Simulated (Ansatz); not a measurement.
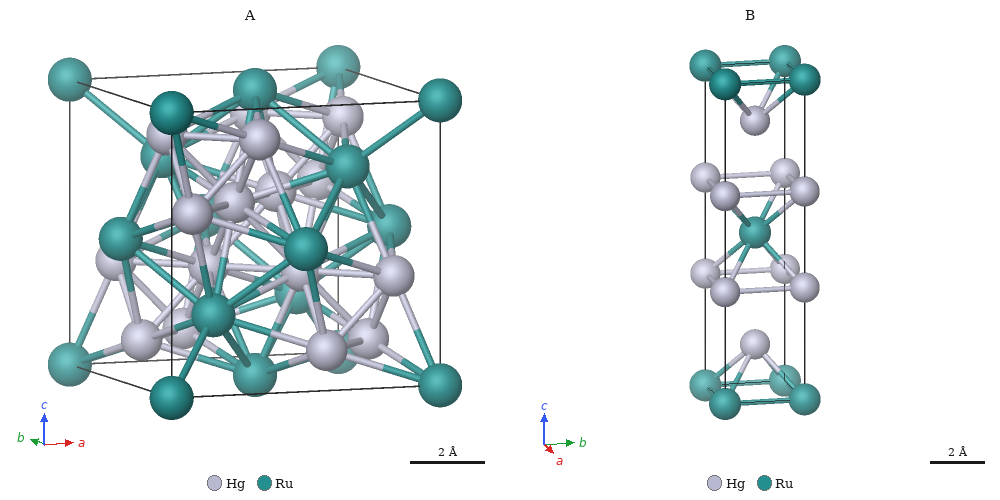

Two structures of Hg₂Ru, each relaxed to rest (conventional cells in solid outline, small ones repeated, not to one scale). Method: DFT PBE, scalar-relativistic, plane waves, PAW (Ansatz), without spin polarisation.

Give the type and space group of each.

A: cubic Laves phase (C15, MgCu₂ type), Fd-3m. B: 6 atoms a cell on a body-centred tetragonal lattice, I4/mmm.

What is the energy order of the two?

B is lower, by 499 meV/atom at this level of theory (energies at zero smearing). Volumes: A 19.8, B 19.2 Å³/atom.

One or both may be structure types tried for this composition rather than known phases.
